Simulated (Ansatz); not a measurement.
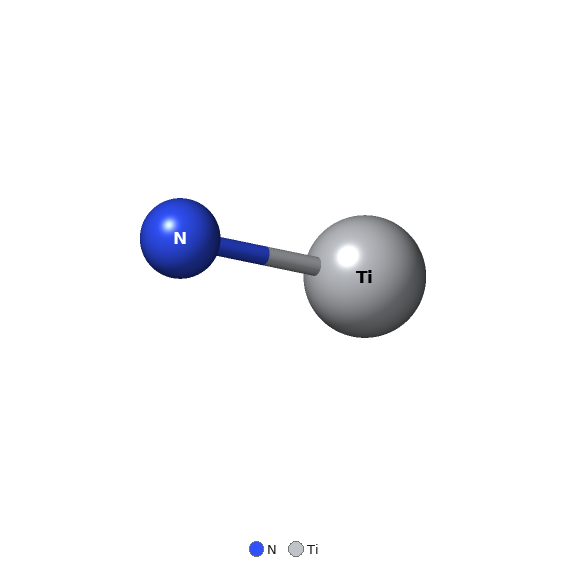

Charge 0, doublet. Sticks follow a distance rule. Harmonic vibrations computed with UKS PBE0-D4/def2-TZVP (Ansatz 0.2.0) at a stationary point of the same level. Other spin states may lie lower.

**Minimum or transition state?**

A minimum: no imaginary frequency, and the lowest mode lies at 1181 cm⁻¹.

**List the wavenumbers.**

1 modes: 1181 cm⁻¹.
